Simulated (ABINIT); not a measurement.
# BN (Qingsongite): G0W0 in ABINIT against the screening cutoff in the self-energy, part 2 of 2

Wanted: the cheapest screening cutoff in the self-energy that holds the gap of BN (Qingsongite).

ABINIT 10.8.3; PBE and many-body steps on it, plane waves. Known limits of the many-body steps: not at the basis limit.

So far. Step 2 (Screening, 8×8×8 mesh, 218 bands, screening to 435.4 eV): Local fields lower ε∞ by 8 %. Step 5 (5.6 Ha): The gap on the mesh goes from 4.53 eV to 6.00 eV, a correction of +1.46 eV.

## (6) 8 Ha

Level of this step: G0W0 on PBE, plane waves, norm-conserving pseudopotentials (ABINIT).

Input file run.abi:

```
acell 3*1.0 Angstrom
rprim 
  -0.000000000000 1.807500000000 1.807500000000
  1.807500000000 0.000000000000 1.807500000000
  1.807500000000 1.807500000000 -0.000000000000
ntypat 2
znucl 5 7
natom 2
typat 1 2
xred 
  0.000000000000 0.000000000000 0.000000000000
  0.250000000000 0.250000000000 0.250000000000
pp_dirpath "pseudos"
pseudos "B.upf, N.upf"
ecut 36
ngkpt 8 8 8
nshiftk 1
shiftk 0 0 0
kptopt 1
chksymbreak 0
istwfk *1
occopt 1
irdwfk 1
optdriver 4
nband 218
gwcalctyp 0
ecutsigx 36
symsigma 1
nkptgw 2
kptgw 
  0.0000000000 0.0000000000 0.0000000000
  0.5000000000 0.5000000000 0.0000000000
bdgw 
  2 7
  3 6
ecuteps 8
irdscr 1
ppmodel 1
indata_prefix "in"
outdata_prefix "out"
tmpdata_prefix "tmp"
```

Started as:

```
$ OMP_NUM_THREADS=1 mpirun -n 8 abinit run.abi > log
```

Output:

```text
.Version 10.8.3 of ABINIT. v10.8.2 released Aug 2026.

 Symmetries : space group F-4 3 m (#216); Bravais cF (face-center cubic)
[... echo of the input left out ...]
== DATASET  1 ==================================================================
-   mpi_nproc: 8, omp_nthreads: 1 (-1 if OMP is not activated)

--- !DatasetInfo
iteration_state: {dtset: 1, }
dimensions: {natom: 2, nkpt: 29, mband: 218, nsppol: 1, nspinor: 1, nspden: 1, mpw: 869, }
cutoff_energies: {ecut:  36.0, pawecutdg:  -1.0, }
[...]
Band     E0 <VxcDFT>   SigX SigC(E0)      Z dSigC/dE  Sig(E)    E-E0       E
[...]
5  12.755 -12.570  -7.394  -4.519   0.855  -0.170 -12.008   0.562  13.317
        6  17.562 -12.696  -6.779  -5.125   0.851  -0.175 -12.022   0.674  18.236

== END DATASET(S) ==============================================================
================================================================================

 -outvars: echo values of variables after computation  --------
           etotal      0.0000000000E+00
            nband         218
             nkpt          29
          spgroup         216
 [... the other variables as echoed above ...]

 Calculation completed.
```

The job ended after 7.6 s (8 MPI ranks of AMD EPYC 7R43, shared host; peak memory 1.6 GiB).

This step gave:

```yaml
g0w0_gap_on_the_points_computed: 6.014 eV
starting_gap_on_the_mesh: 4.535 eV
k_of_the_valence_top: 0, 0, 0
k_of_the_conduction_bottom: 0.5, 0.5, 0
least_direct_g0w0_gap_on_the_computed_points: 10.91 eV
```

Against the run before, the gap moves by +0.019 eV.

## (7) 12 Ha

Edit run.abi of step 6 so:

```diff
@@ -35,3 +35,3 @@
   3 6
-ecuteps 8
+ecuteps 12
 irdscr 1
```

Output:

```text
.Version 10.8.3 of ABINIT. v10.8.2 released Aug 2026.

 Symmetries : space group F-4 3 m (#216); Bravais cF (face-center cubic)
[... echo of the input left out ...]
== DATASET  1 ==================================================================
-   mpi_nproc: 8, omp_nthreads: 1 (-1 if OMP is not activated)

--- !DatasetInfo
iteration_state: {dtset: 1, }
dimensions: {natom: 2, nkpt: 29, mband: 218, nsppol: 1, nspinor: 1, nspden: 1, mpw: 869, }
cutoff_energies: {ecut:  36.0, pawecutdg:  -1.0, }
[...]
Band     E0 <VxcDFT>   SigX SigC(E0)      Z dSigC/dE  Sig(E)    E-E0       E
[...]
5  12.755 -12.570  -7.394  -4.586   0.854  -0.171 -12.066   0.503  13.259
        6  17.562 -12.696  -6.779  -5.179   0.850  -0.176 -12.068   0.628  18.190

== END DATASET(S) ==============================================================
================================================================================

 -outvars: echo values of variables after computation  --------
           etotal      0.0000000000E+00
            nband         218
             nkpt          29
          spgroup         216
 [... the other variables as echoed above ...]

 Calculation completed.
```

The job ended after 24 s (8 MPI ranks; peak memory 2.6 GiB).

Numbers from this step:

| Item | Value |
| --- | --- |
| G0W0 gap on the points computed | 6.119 eV |
| starting gap on the mesh | 4.535 eV |
| k of the valence top | 0, 0, 0 |
| k of the conduction bottom | 0.5, 0.5, 0 |
| least direct G0W0 gap on the computed points | 11.02 eV |

Against the run before, the gap moves by +0.105 eV.

## (8) 16 Ha

Edit run.abi of step 7 so:

```diff
@@ -35,3 +35,3 @@
   3 6
-ecuteps 12
+ecuteps 16
 irdscr 1
```

Output:

```text
.Version 10.8.3 of ABINIT. v10.8.2 released Aug 2026.

 Symmetries : space group F-4 3 m (#216); Bravais cF (face-center cubic)
[... echo of the input left out ...]
== DATASET  1 ==================================================================
-   mpi_nproc: 8, omp_nthreads: 1 (-1 if OMP is not activated)

--- !DatasetInfo
iteration_state: {dtset: 1, }
dimensions: {natom: 2, nkpt: 29, mband: 218, nsppol: 1, nspinor: 1, nspden: 1, mpw: 869, }
cutoff_energies: {ecut:  36.0, pawecutdg:  -1.0, }
[...]
Band     E0 <VxcDFT>   SigX SigC(E0)      Z dSigC/dE  Sig(E)    E-E0       E
[...]
5  12.755 -12.570  -7.394  -4.595   0.854  -0.171 -12.074   0.496  13.251
        6  17.562 -12.696  -6.779  -5.183   0.850  -0.176 -12.071   0.624  18.186

== END DATASET(S) ==============================================================
================================================================================

 -outvars: echo values of variables after computation  --------
           etotal      0.0000000000E+00
            nband         218
             nkpt          29
          spgroup         216
 [... the other variables as echoed above ...]

 Calculation completed.
```

Run time: 48 s. Hardware: 8 MPI ranks; peak memory 3.1 GiB.

Numbers from this step:

```yaml
g0w0_gap_on_the_points_computed: 6.134 eV
starting_gap_on_the_mesh: 4.535 eV
k_of_the_valence_top: 0, 0, 0
k_of_the_conduction_bottom: 0.5, 0.5, 0
least_direct_g0w0_gap_on_the_computed_points: 11.04 eV
```

Against the run before, the gap moves by +0.015 eV.

## (9) Side by side

Times are wall times on 8 MPI ranks of AMD EPYC 7R43, shared host, good to a factor of about two. A run's time includes the screening step that it read.

```csv
run,mesh,bands,screening cutoff (eV),DFT gap (eV),gap on the mesh (eV),direct (eV),ε∞ used,time
1.6 Ha,8×8×8,218,43.5,4.535,5.914,11.157,4.31,4.6 min
3.2 Ha,8×8×8,218,87.1,4.535,5.726,10.817,4.31,4.6 min
5.6 Ha,8×8×8,218,152.4,4.535,5.995,10.900,4.31,4.7 min
8 Ha,8×8×8,218,217.7,4.535,6.014,10.911,4.31,4.7 min
12 Ha,8×8×8,218,326.5,4.535,6.119,11.021,4.31,4.9 min
16 Ha,8×8×8,218,435.4,4.535,6.134,11.038,4.31,5.3 min
```

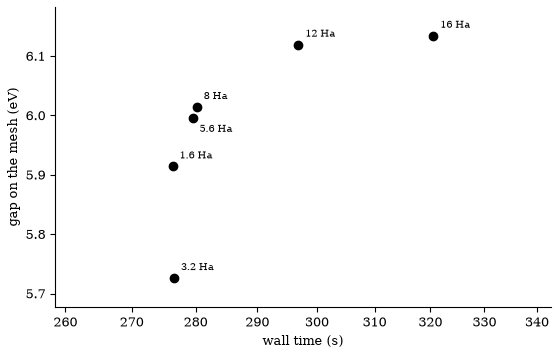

Result against wall time.

## (10) What came out

| Property | Result |
| --- | --- |
| 1.6 Ha | 5.914 eV |
| 3.2 Ha | 5.726 eV |
| 5.6 Ha | 5.995 eV |
| 8 Ha | 6.014 eV |
| 12 Ha | 6.119 eV |
| 16 Ha | 6.134 eV |
| known limits | not at the basis limit |

In words: The setting moved: screening cutoff in the self-energy. From 1.6 Ha to 16 Ha the gap moves by +0.22 eV, not steadily: it passes through 5.73 eV. The last step still moves it by +0.015 eV. Bands and screening cutoff are coupled, so a series along one setting does not show full convergence. Bands and cutoff are finite, so the gap is not at the basis limit. The miss can reach some tenths of an eV and take either sign; the mesh is an error of its own. In the G0W0 runs levels were corrected at 2 k points alone, so a gap called «on the mesh» is the least over those, and an edge elsewhere would be missed.

[Paths, hosts, dates, memory and timing lines, banners, echoed tables and standing remarks are left out of the program output.]

[Logs are printed without paths, hosts, clocks, repeated set-up lines and the standing remarks that a program may print on its own settings, such as how far it seeks lower states.]

[Runs of the session that timed out or met a known fault of the program may be left out.]

[Hosts, paths, dates, database ids (printed as entryN), source tags and the programs' standing remarks are cut or masked in the printed files.]

[G0W0 gaps are taken among the corrected bands and points alone; a level outside them can change the order at an edge.]

[Where Ansatz stands beside ABINIT at settings called matched, ABINIT's density can come from a denser mesh and the files from another edition; pairs whose starting gaps differed by over 0.03 eV were left out, so agreement reads better than it is.]
